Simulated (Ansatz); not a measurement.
## Nudged elastic band of GeH$_{4}$ClOF

- system: GeH$_{4}$ClOF
- method: RKS PBE/def2-SVP (Ansatz 0.2.0)

It belongs to a series of runs on one base structure; here: band between the two ends. Figures and captions count atoms from 1; the log counts them from 0 in places.

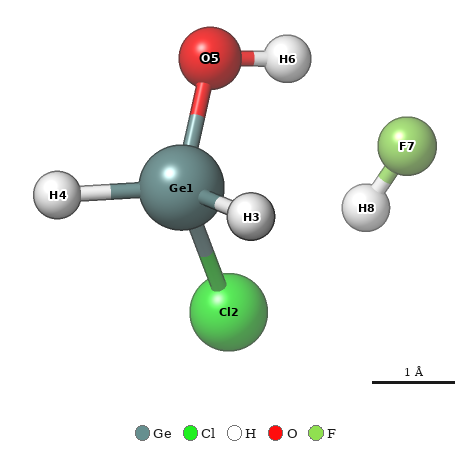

*The input geometry (ball-and-stick view, seen at a tilt; atoms are numbered from 1 in the order of the input). Sticks mark near contacts.*

Bond lengths as drawn: Cl–Ge 2.24 Å, F–H 0.96 Å, Ge–H 1.54 to 1.55 Å, Ge–O 1.77 Å and H–O 0.99 Å.

Input
```yaml
crystal:
  periodic: [false, false, false]
  atoms:
    - { symbol: Ge, position_ang: [-0.132911, 0.269432, -0.064591] }
    - { symbol: Cl, position_ang: [0.147311, 0.286367, 2.155078] }
    - { symbol: H, position_ang: [1.308987, 0.280841, -0.624574] }
    - { symbol: H, position_ang: [-1.017443, 1.480599, -0.41351] }
    - { symbol: O, position_ang: [-1.061621, -1.187648, -0.462786] }
    - { symbol: H, position_ang: [-0.580553, -1.957563, -0.075504] }
    - { symbol: F, position_ang: [0.682227, -2.509004, 1.201847] }
    - { symbol: H, position_ang: [0.551404, -1.773623, 1.797039] }
basis:
  gaussian: { orbitals: def2-SVP }
hamiltonian:
  xc: pbe
neb:
  order_check: false
  images: 7
  f_tol: 0.03
  max_iterations: 60
  final_atoms:
    - { symbol: Ge, position_ang: [0.180135, -0.29389692, -0.3430855] }
    - { symbol: Cl, position_ang: [-0.32647172, -0.28558176, 3.45063844] }
    - { symbol: H, position_ang: [1.13309533, -0.25988159, -1.56210667] }
    - { symbol: H, position_ang: [-0.27828223, 1.03522628, 0.27356114] }
    - { symbol: O, position_ang: [-1.29128685, -1.24728724, -0.63549685] }
    - { symbol: H, position_ang: [-1.10126553, -2.09180703, -1.08491113] }
    - { symbol: F, position_ang: [1.1424751, -1.15982239, 0.89327769] }
    - { symbol: H, position_ang: [0.4390019, -0.80754836, 2.52112189] }
  initial_path:
    images:
      - { positions_ang: [[-0.132911, 0.269432, -0.064591], [0.147311, 0.286367, 2.155078], [1.308987, 0.280841, -0.624574], [-1.017443, 1.480599, -0.41351], [-1.061621, -1.187648, -0.462786], [-0.580553, -1.957563, -0.075504], [0.682227, -2.509004, 1.201847], [0.551404, -1.773623, 1.797039]] }
      - { positions_ang: [[-0.10777899, 0.20463856, -0.04455148], [0.1172894, 0.20214949, 2.26234779], [1.33573257, 0.22913725, -0.60168519], [-0.96749384, 1.42554124, -0.4234128], [-1.00343174, -1.25278993, -0.49463299], [-0.74765934, -1.95512095, -0.01148261], [0.70624186, -2.30811523, 1.04658805], [0.56450108, -1.65603943, 1.77982822]] }
      - { positions_ang: [[-0.08264699, 0.13984513, -0.02451195], [0.0872678, 0.11793198, 2.36961759], [1.36247814, 0.17743349, -0.57879637], [-0.91754467, 1.37048347, -0.43331559], [-0.94524248, -1.31793186, -0.52647998], [-0.91476569, -1.95267889, 0.05253877], [0.73025672, -2.10722647, 0.8913291], [0.57759816, -1.53845585, 1.76261744]] }
      - { positions_ang: [[-0.05751498, 0.07505169, -0.00447243], [0.0572462, 0.03371448, 2.47688738], [1.38922371, 0.12572974, -0.55590756], [-0.86759551, 1.31542571, -0.44321839], [-0.88705322, -1.38307379, -0.55832697], [-1.08187203, -1.95023684, 0.11656016], [0.75427158, -1.9063377, 0.73607014], [0.59069524, -1.42087228, 1.74540666]] }
      - { positions_ang: [[-0.03238297, 0.01025826, 0.0155671], [0.02722461, -0.05050303, 2.58415718], [1.41596928, 0.07402599, -0.53301875], [-0.81764634, 1.26036794, -0.45312119], [-0.82886396, -1.44821572, -0.59017396], [-1.24897838, -1.94779479, 0.18058154], [0.77828645, -1.70544894, 0.58081119], [0.60379232, -1.30328871, 1.72819589]] }
      - { positions_ang: [[0.02074652, -0.06578053, -0.07409605], [-0.06119948, -0.10927271, 2.80077749], [1.34525079, -0.00945091, -0.79029073], [-0.68280531, 1.20408253, -0.2714506], [-0.94446968, -1.3979836, -0.60150468], [-1.21205017, -1.98379785, -0.13579163], [0.86933361, -1.5690423, 0.65892782], [0.56259471, -1.17935362, 1.92642739]] }
      - { positions_ang: [[0.07387602, -0.14181933, -0.1637592], [-0.14962356, -0.16804239, 3.01739781], [1.27453231, -0.0929278, -1.04756271], [-0.54796429, 1.14779711, -0.08978002], [-1.06007541, -1.34775148, -0.6128354], [-1.17512196, -2.01980091, -0.4521648], [0.96038077, -1.43263567, 0.73704444], [0.52139711, -1.05541854, 2.12465889]] }
      - { positions_ang: [[0.12700551, -0.21785812, -0.25342235], [-0.23804764, -0.22681207, 3.23401812], [1.20381382, -0.17640469, -1.30483469], [-0.41312326, 1.0915117, 0.09189056], [-1.17568113, -1.29751936, -0.62416613], [-1.13819374, -2.05580397, -0.76853796], [1.05142794, -1.29622903, 0.81516107], [0.4801995, -0.93148345, 2.32289039]] }
      - { positions_ang: [[0.180135, -0.29389692, -0.3430855], [-0.32647172, -0.28558176, 3.45063844], [1.13309533, -0.25988159, -1.56210667], [-0.27828223, 1.03522628, 0.27356114], [-1.29128685, -1.24728724, -0.63549685], [-1.10126553, -2.09180703, -1.08491113], [1.1424751, -1.15982239, 0.89327769], [0.4390019, -0.80754836, 2.52112189]] }
```

Run on 2 threads of Intel Xeon (Sapphire Rapids), 192 GiB of memory available, shared host.

Run as:
```bash
ansatz run input.yaml --threads 2 --pin off --max-ram 3072MiB --backend cpu --events-out ev --progress --plain --runs-dir out
```

Log
```
Engine: ansatz 0.2.0, x86_64-unknown-linux-gnu
Functional definition: PBE
  parameter kappa = 0.804
  parameter beta = 0.06672455060314922
  exchange = pbe_x(kappa = kappa, mu = beta*pi^2/3)
  correlation = pbe_c(beta = beta)
1069 factors; their error is unknown
mean field evaluation 1: about -73831.6450 eV, gradient 6.4e1 eV
mean field evaluation 2: about -73763.8794 eV, gradient 1.8e2 eV
mean field evaluation 4: about -73838.0593 eV, gradient 1.5e1 eV
mean field evaluation 8: about -73838.4038 eV, gradient 9.8e-2 eV
mean field evaluation 16: about -73838.3423 eV, gradient 1.6e-5 eV
mean field -73838.34233302 eV, -2713.5090313125 hartree, gradient 1.6e-5 eV, S^2 0.000000; 0 other end points of the search recorded, 0 dependent functions left out
the calculation of the forces begins
reference -73838.34236347 eV, -2713.5090324315 hartree; 35, 35 occupied and 63, 63 virtual orbitals, 1069 factors
1069 factors; their error is unknown
mean field evaluation 32: about -73838.0952 eV, gradient 2.3e-4 eV
mean field -73838.09516476 eV, -2713.4999480464 hartree, gradient 3.5e-5 eV, S^2 0.000000; 0 other end points of the search recorded, 0 dependent functions left out
[... from here on the field's lines of each further geometry are left out, up to the last ...]
NEB iter   1: max|band force component| = 3.708e1 eV/Å  barrier→ = 5.2632 eV  barrier← = 5.0161 eV  Δτ_max = 0.2000 Å  (240 SCF iters)
NEB iter   2: max|band force component| = 3.049e0 eV/Å  barrier→ = 1.6173 eV  barrier← = 1.3702 eV  Δτ_max = 0.2000 Å  (220 SCF iters)
NEB iter   3: max|band force component| = 1.418e0 eV/Å  barrier→ = 1.2021 eV  barrier← = 0.9549 eV  Δτ_max = 0.2000 Å  (214 SCF iters)
NEB iter   4: max|band force component| = 6.736e-1 eV/Å  barrier→ = 1.1118 eV  barrier← = 0.8646 eV  Δτ_max = 0.1949 Å  (216 SCF iters)
NEB iter   5: max|band force component| = 1.767e0 eV/Å  barrier→ = 1.1490 eV  barrier← = 0.9018 eV  Δτ_max = 0.0997 Å  (206 SCF iters)
NEB iter   6: max|band force component| = 1.010e0 eV/Å  barrier→ = 1.0621 eV  barrier← = 0.8149 eV  Δτ_max = 0.0996 Å  (193 SCF iters)
NEB iter   7: max|band force component| = 5.693e-1 eV/Å  barrier→ = 0.9895 eV  barrier← = 0.7423 eV  Δτ_max = 0.0775 Å  (189 SCF iters)
NEB iter   8: max|band force component| = 4.001e-1 eV/Å  barrier→ = 0.9506 eV  barrier← = 0.7034 eV  CI = image 4  Δτ_max = 0.1002 Å  (185 SCF iters)
NEB iter   9: max|band force component| = 3.948e-1 eV/Å  barrier→ = 0.9900 eV  barrier← = 0.7428 eV  CI = image 4  Δτ_max = 0.0803 Å  (188 SCF iters)
NEB iter  10: max|band force component| = 1.536e-1 eV/Å  barrier→ = 0.9810 eV  barrier← = 0.7338 eV  CI = image 4  Δτ_max = 0.0856 Å  (183 SCF iters)
NEB iter  11: max|band force component| = 2.223e-1 eV/Å  barrier→ = 0.9693 eV  barrier← = 0.7221 eV  CI = image 4  Δτ_max = 0.0429 Å  (181 SCF iters)
NEB iter  12: max|band force component| = 1.654e-1 eV/Å  barrier→ = 0.9631 eV  barrier← = 0.7159 eV  CI = image 4  Δτ_max = 0.0858 Å  (184 SCF iters)
NEB iter  13: max|band force component| = 1.020e-1 eV/Å  barrier→ = 0.9516 eV  barrier← = 0.7044 eV  CI = image 4  Δτ_max = 0.0857 Å  (178 SCF iters)
NEB iter  14: max|band force component| = 9.396e-2 eV/Å  barrier→ = 0.9401 eV  barrier← = 0.6930 eV  CI = image 4  Δτ_max = 0.0857 Å  (182 SCF iters)
NEB iter  15: max|band force component| = 1.280e-1 eV/Å  barrier→ = 0.9292 eV  barrier← = 0.6820 eV  CI = image 4  Δτ_max = 0.0429 Å  (178 SCF iters)
NEB iter  16: max|band force component| = 1.012e-1 eV/Å  barrier→ = 0.9239 eV  barrier← = 0.6767 eV  CI = image 4  Δτ_max = 0.0429 Å  (181 SCF iters)
NEB iter  17: max|band force component| = 1.075e-1 eV/Å  barrier→ = 0.9187 eV  barrier← = 0.6716 eV  CI = image 4  Δτ_max = 0.0429 Å  (178 SCF iters)
NEB iter  18: max|band force component| = 1.046e-1 eV/Å  barrier→ = 0.9139 eV  barrier← = 0.6667 eV  CI = image 4  Δτ_max = 0.0855 Å  (178 SCF iters)
NEB iter  19: max|band force component| = 1.205e-1 eV/Å  barrier→ = 0.9063 eV  barrier← = 0.6591 eV  CI = image 4  Δτ_max = 0.1697 Å  (179 SCF iters)
NEB iter  20: max|band force component| = 7.703e-2 eV/Å  barrier→ = 0.9025 eV  barrier← = 0.6553 eV  CI = image 4  Δτ_max = 0.1676 Å  (188 SCF iters)
NEB iter  21: max|band force component| = 2.320e-1 eV/Å  barrier→ = 0.9055 eV  barrier← = 0.6584 eV  CI = image 4  Δτ_max = 0.0865 Å  (193 SCF iters)
NEB iter  22: max|band force component| = 1.049e-1 eV/Å  barrier→ = 0.8992 eV  barrier← = 0.6520 eV  CI = image 4  Δτ_max = 0.0547 Å  (181 SCF iters)
NEB iter  23: max|band force component| = 8.309e-2 eV/Å  barrier→ = 0.8990 eV  barrier← = 0.6519 eV  CI = image 4  Δτ_max = 0.0242 Å  (181 SCF iters)
the calculation of the forces begins
reference -73838.09147808 eV, -2713.4998125634 hartree; 35, 35 occupied and 63, 63 virtual orbitals, 1069 factors
1069 factors; their error is unknown
mean field evaluation 1280: about -73837.4433 eV, gradient 8.6e-4 eV
mean field -73837.44334419 eV, -2713.4759940824 hartree, gradient 1.7e-5 eV, S^2 0.000000; 1 other end points of the search recorded, 0 dependent functions left out
the calculation of the forces begins
reference -73837.44337455 eV, -2713.4759951978 hartree; 35, 35 occupied and 63, 63 virtual orbitals, 1069 factors
NEB iter  24: max|band force component| = 2.913e-2 eV/Å  barrier→ = 0.8990 eV  barrier← = 0.6518 eV  CI = image 4  Δτ_max = 0.0000 Å  (367 SCF iters)
```

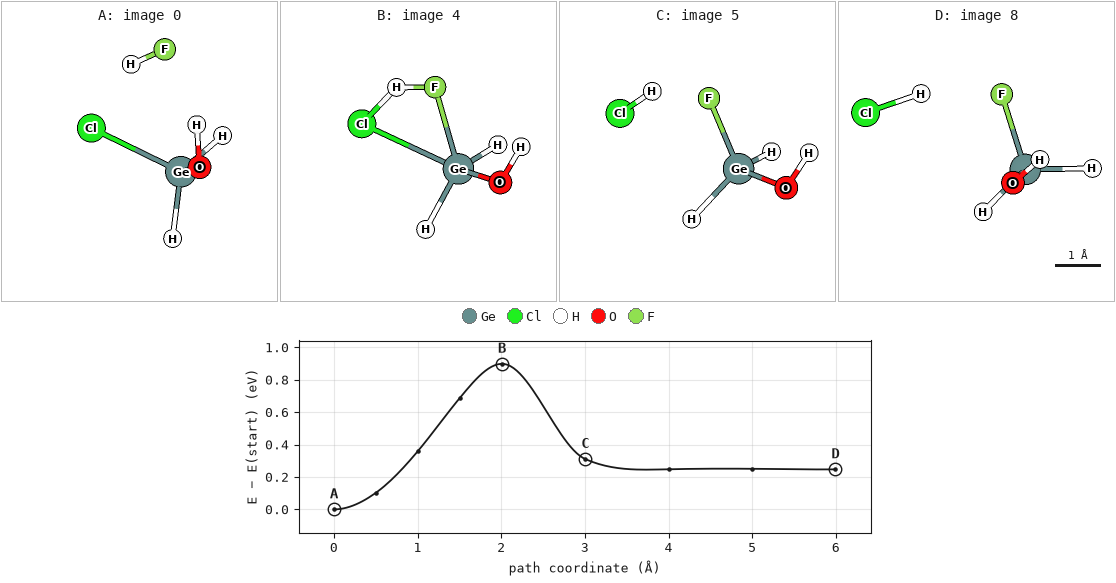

*Images of the last band (counted from 0; ball-and-stick, seen at a tilt) above the energy along the path; the line is a cubic interpolation that uses the forces.*

The highest image is number 4, 0.899 eV above the start and 0.652 eV above the end (the climbing image); the end lies 0.247 eV above the start. The path is 5.99 Å long. The band converged in 24 iterations.

```
Total energy: -73837.44337455 eV, -2713.4759951978 hartree
Atom 0 at    -0.090708    -0.190497     0.047370 Å, force    -0.005112     0.008672     0.005485 eV/Å
Atom 1 at     0.793847     0.502233     2.376751 Å, force    -0.000330    -0.000038     0.002502 eV/Å
Atom 2 at     1.302442    -0.077927    -0.602735 Å, force     0.003254    -0.002272     0.001425 eV/Å
Atom 3 at    -1.055308     1.000939     0.183923 Å, force     0.002122    -0.000436    -0.004241 eV/Å
Atom 4 at    -1.176779    -1.286909    -0.861446 Å, force    -0.010470    -0.003497    -0.007267 eV/Å
Atom 5 at    -0.806530    -2.184934    -0.958360 Å, force     0.003923    -0.000029     0.001457 eV/Å
Atom 6 at     0.305678    -1.811268     1.287017 Å, force     0.004700     0.007171     0.009338 eV/Å
Atom 7 at     0.624759    -1.062234     2.040480 Å, force     0.001913    -0.009570    -0.008699 eV/Å
Dipole moment:     0.103951    -0.181140    -0.318444 e Å
this run last wrote the band of iteration 24 to [file]
```

The last band as extended XYZ (Å, eV, eV/Å)
```
8
Properties=species:S:1:pos:R:3:forces:R:3 image=0 energy=-73838.34233
Ge   -0.1329    0.2694   -0.0646    0.0036  -0.0010   0.0078
Cl    0.1473    0.2864    2.1551   -0.0033  -0.0013  -0.0055
H     1.3090    0.2808   -0.6246   -0.0013   0.0033  -0.0069
H    -1.0174    1.4806   -0.4135    0.0002   0.0034   0.0012
O    -1.0616   -1.1876   -0.4628    0.0129  -0.0161   0.0069
H    -0.5806   -1.9576   -0.0755   -0.0088   0.0133  -0.0040
F     0.6822   -2.5090    1.2018    0.0023  -0.0245  -0.0169
H     0.5514   -1.7736    1.7970   -0.0056   0.0228   0.0172
8
Properties=species:S:1:pos:R:3:forces:R:3 image=1 energy=-73838.23948
Ge   -0.1283    0.1884   -0.0173   -0.0151   0.0806  -0.0383
Cl    0.2492    0.3486    2.1936   -0.1136  -0.0485  -0.0277
H     1.2922    0.1437   -0.6219   -0.0029   0.0543  -0.0141
H    -1.0297    1.4060   -0.2626    0.0299   0.0982  -0.1223
O    -1.1297   -1.1871   -0.5336    0.0034   0.0197   0.0797
H    -0.6393   -2.0247   -0.4005    0.0260   0.0241   0.2177
F     0.6864   -2.3578    1.2711    0.0862  -0.1225  -0.0394
H     0.5968   -1.6277    1.8841   -0.0139  -0.1059  -0.0557
8
Properties=species:S:1:pos:R:3:forces:R:3 image=2 energy=-73837.98212
Ge   -0.1197    0.0846    0.0242   -0.0357   0.1584  -0.0540
Cl    0.4413    0.4419    2.2133   -0.2031  -0.0616  -0.0798
H     1.2744    0.0555   -0.6371   -0.0114   0.0627  -0.0327
H    -1.0775    1.2737   -0.0988    0.0283   0.1886  -0.2084
O    -1.1623   -1.2194   -0.6092    0.0052   0.0410   0.1681
H    -0.6980   -2.0789   -0.6555    0.0415   0.0566   0.2486
F     0.5934   -2.1965    1.3218    0.1707  -0.2432   0.0036
H     0.6459   -1.4714    1.9544    0.0045  -0.2025  -0.0453
8
Properties=species:S:1:pos:R:3:forces:R:3 image=3 energy=-73837.65343
Ge   -0.1022   -0.0445    0.0588   -0.0103   0.1826   0.0076
Cl    0.6377    0.5104    2.2558   -0.1982   0.0172  -0.1524
H     1.2767   -0.0191   -0.6319   -0.0045   0.0383  -0.0263
H    -1.0914    1.1269    0.0602   -0.0114   0.1778  -0.1912
O    -1.1742   -1.2557   -0.7187    0.0046   0.0502   0.1745
H    -0.7627   -2.1352   -0.8307    0.0502   0.0622   0.1698
F     0.4572   -1.9991    1.3270    0.1579  -0.2457   0.0609
H     0.6563   -1.2943    1.9925    0.0117  -0.2827  -0.0429
8
Properties=species:S:1:pos:R:3:forces:R:3 image=4 energy=-73837.44334
Ge   -0.0907   -0.1905    0.0474   -0.0051   0.0087   0.0055
Cl    0.7938    0.5022    2.3768   -0.0003   0.0000   0.0025
H     1.3024   -0.0779   -0.6027    0.0033  -0.0023   0.0014
H    -1.0553    1.0009    0.1839    0.0021  -0.0004  -0.0042
O    -1.1768   -1.2869   -0.8614   -0.0105  -0.0035  -0.0073
H    -0.8065   -2.1849   -0.9584    0.0039   0.0000   0.0015
F     0.3057   -1.8113    1.2870    0.0047   0.0072   0.0093
H     0.6248   -1.0622    2.0405    0.0019  -0.0096  -0.0087
8
Properties=species:S:1:pos:R:3:forces:R:3 image=5 energy=-73838.03151
Ge   -0.1489   -0.4069   -0.0886   -0.0156  -0.0668  -0.0262
Cl    1.0031    0.5203    2.8246    0.0917   0.0233   0.1312
H     1.2807   -0.1165   -0.6001   -0.0139  -0.0250  -0.0234
H    -1.0176    0.7720    0.3803    0.0131  -0.0778   0.0604
O    -1.1771   -1.3093   -1.2244   -0.0436  -0.0111  -0.1276
H    -0.8251   -2.2102   -1.3515   -0.0092  -0.0255  -0.0994
F     0.0983   -1.6674    1.1850   -0.0511   0.0531  -0.0224
H     0.6838   -0.6926    2.3878    0.0288   0.1297   0.1074
8
Properties=species:S:1:pos:R:3:forces:R:3 image=6 energy=-73838.09441
Ge   -0.0723   -0.4660   -0.2217    0.0068   0.0035   0.0099
Cl    0.6999    0.4498    3.4190    0.0047   0.0020  -0.0068
H     1.2332   -0.2070   -1.0104    0.0010   0.0009   0.0057
H    -0.8136    0.7192    0.4134   -0.0034   0.0005  -0.0007
O    -1.2914   -1.3520   -1.1670   -0.0154  -0.0004  -0.0071
H    -0.9060   -2.0976   -1.6639    0.0103  -0.0022   0.0013
F     0.4314   -1.5553    1.1061   -0.0039   0.0007   0.0014
H     0.6162   -0.6017    2.6375   -0.0001  -0.0049  -0.0038
8
Properties=species:S:1:pos:R:3:forces:R:3 image=7 energy=-73838.09144
Ge    0.0648   -0.3879   -0.3018   -0.0008  -0.0010  -0.0006
Cl    0.1565    0.1272    3.5612   -0.0021  -0.0013   0.0001
H     1.1920   -0.2020   -1.3456   -0.0002  -0.0003  -0.0015
H    -0.5265    0.8495    0.3893    0.0011   0.0009   0.0000
O    -1.3176   -1.3162   -0.9275    0.0014   0.0004   0.0005
H    -1.0343   -2.0972   -1.4392   -0.0011   0.0004   0.0022
F     0.8332   -1.3878    0.9673    0.0020   0.0011  -0.0003
H     0.5293   -0.6961    2.6093   -0.0003  -0.0002  -0.0004
8
Properties=species:S:1:pos:R:3:forces:R:3 image=8 energy=-73838.09517
Ge    0.1801   -0.2939   -0.3431    0.0014  -0.0170   0.0015
Cl   -0.3265   -0.2856    3.4506   -0.0015   0.0028   0.0049
H     1.1331   -0.2599   -1.5621    0.0020  -0.0015  -0.0034
H    -0.2783    1.0352    0.2736   -0.0013   0.0052   0.0050
O    -1.2913   -1.2473   -0.6355   -0.0087   0.0145   0.0050
H    -1.1013   -2.0918   -1.0849    0.0109  -0.0089  -0.0080
F     1.1425   -1.1598    0.8933   -0.0096   0.0081  -0.0008
H     0.4390   -0.8075    2.5211    0.0068  -0.0032  -0.0044
```

Key numbers

```csv
quantity,value
outcome,converged
"barrier, forward",0.899 eV
"barrier, backward",0.652 eV
wall time,4.2 min (CPU time 7.9 min)
peak memory,0.16 GiB
```

Notes

The order of the saddle point was not checked.
